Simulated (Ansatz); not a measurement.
Input file:

```
crystal:
  periodic: [false, false, false]
  atoms:
    - {symbol: C, position_ang: [-0.759683, 1.320025, -1.116412]}
    - {symbol: N, position_ang: [-1.131224, 0.713777, 0.145698]}
    - {symbol: Ge, position_ang: [0.174192, -0.112556, 1.147548]}
    - {symbol: C, position_ang: [1.120029, -1.536055, 0.191274]}
    - {symbol: H, position_ang: [-1.578525, 1.936497, -1.499721]}
    - {symbol: H, position_ang: [0.093199, 1.988049, -0.963182]}
    - {symbol: H, position_ang: [-0.479705, 0.608966, -1.908433]}
    - {symbol: H, position_ang: [-1.979319, 0.171102, 0.067916]}
    - {symbol: H, position_ang: [-0.533343, -0.678607, 2.392743]}
    - {symbol: H, position_ang: [1.178603, 0.990033, 1.538257]}
    - {symbol: H, position_ang: [1.588025, -1.141428, -0.712156]}
    - {symbol: H, position_ang: [0.428102, -2.330686, -0.092560]}
    - {symbol: H, position_ang: [1.900250, -1.963916, 0.823830]}
basis:
  gaussian: {orbitals: def2-TZVPP}
hamiltonian: {xc: pbe0, dispersion: d4}
output: {orbitals: {seedname: orbitals}}
```

Run with:

```sh
ansatz run in.yaml --threads 4 --pin off --events-out ev --progress --plain --max-ram 10444MiB
```

Geometry: PBE0-D4/def2-TZVP.

Method: Ansatz, RKS PBE0-D4/def2-TZVPP.

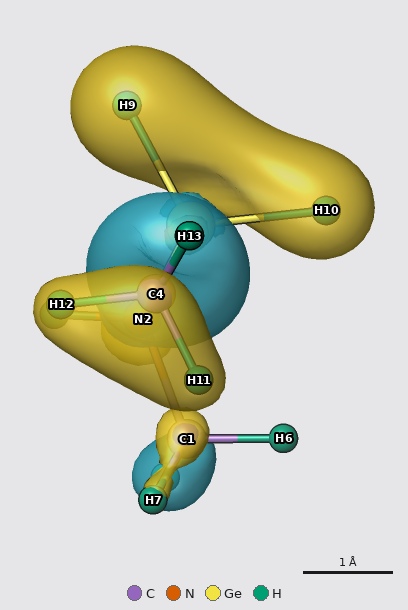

C2H9GeN (SMILES C[NH][GeH2][CH3]). The HOMO−1 at ±0.15 Å⁻³ᐟ² (yellow and cyan are the two phases), seen at an oblique angle.

Where does this orbital lie, and at what energy?

Answer. Its weight (Hirshfeld) is mainly on Ge3 (about 30 %), C4 (about 25 %), H9 (about 10 %), H10 (about 10 %) and N2 (about 5 %). Its energy is −8.90 eV.
